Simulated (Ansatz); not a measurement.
# F3HOZr: what the fields show

Input file:

```
crystal:
  periodic: [false, false, false]
  atoms:
    - { symbol: Zr, position_ang: [0.0, 0.0, 0.0] }
    - { symbol: F, position_ang: [0.0, 0.0, 1.98] }
    - { symbol: F, position_ang: [1.8671, 0.0, -0.6593] }
    - { symbol: F, position_ang: [-0.9326, 1.6157, -0.6593] }
    - { symbol: O, position_ang: [-0.975, -1.6891, -0.6893] }
    - { symbol: H, position_ang: [-1.4296, -2.1548, 0.0831] }
basis:
  gaussian: { orbitals: def2-SVP }
hamiltonian:
  xc: pbe0
relax:
  f_tol: 0.02
  max_steps: 40
output:
  orbitals: {}
```

Launched as:

```sh
ansatz run input.yaml --threads 2 --pin off --max-ram 3072MiB --backend cpu --events-out ev --progress --plain --runs-dir out
```

The fields are those of the run's last geometry, not of the input's.

Core potentials replace the inner electrons of Zr.

Computed with RKS PBE0/def2-SVP (Ansatz 0.2.0).

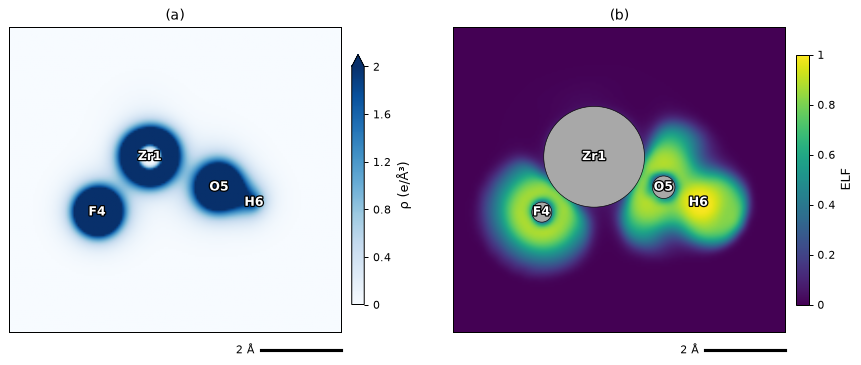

Figure 1. (a) electron density; (b) ELF on the plane of atoms F4, Zr1 and O5. Grey discs cover the atomic cores in the ELF map.

Interpret the plot.

- The plane passes through Zr, F, O and H nuclei.
- Zr–O (1.90 Å): ρ at the midpoint is about 0.93 e/Å³; the ELF peaks at about 0.80 in the valence shell of O, 0.5 Å from its nucleus, and drops to about 0.20 between the two atoms.
- Zr–F (1.91 Å): ρ at the midpoint is about 0.92 e/Å³; the ELF peaks at about 0.85 in the valence shell of F, 0.5 Å from its nucleus, and drops to about 0.20 between the two atoms.
- O–H (0.96 Å): ρ at the midpoint is about 3.7 e/Å³; the ELF climbs to about 1 towards the hydrogen, as it does in any bond to H; an ordinary covalent bond to hydrogen.

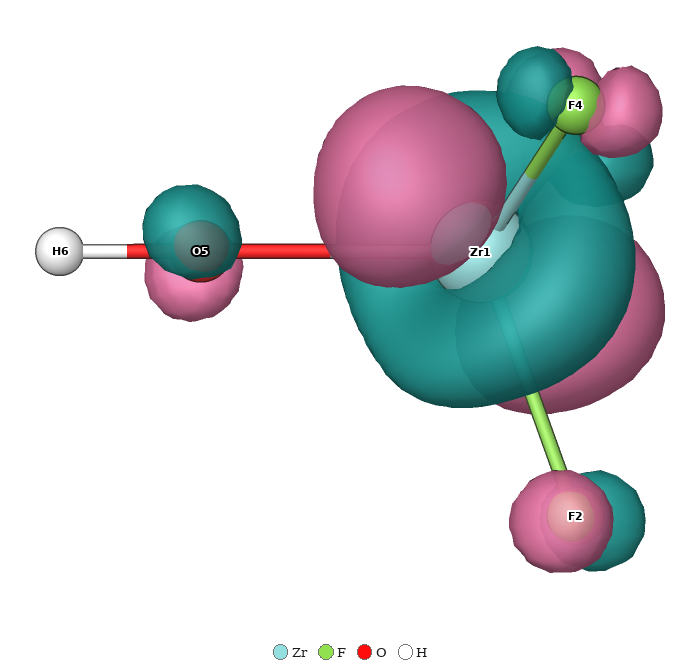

Figure 2. The LUMO at ±0.2 Å⁻³ᐟ² (teal and pink are the two phases), seen from one side.

Where does this orbital lie, and at what energy?

Its weight (Hirshfeld) is mainly on Zr1 (about 75 %), O5 (about 5 %), F2 (about 5 %), F3 (about 5 %) and F4 (about 5 %). Its energy is −0.52 eV.
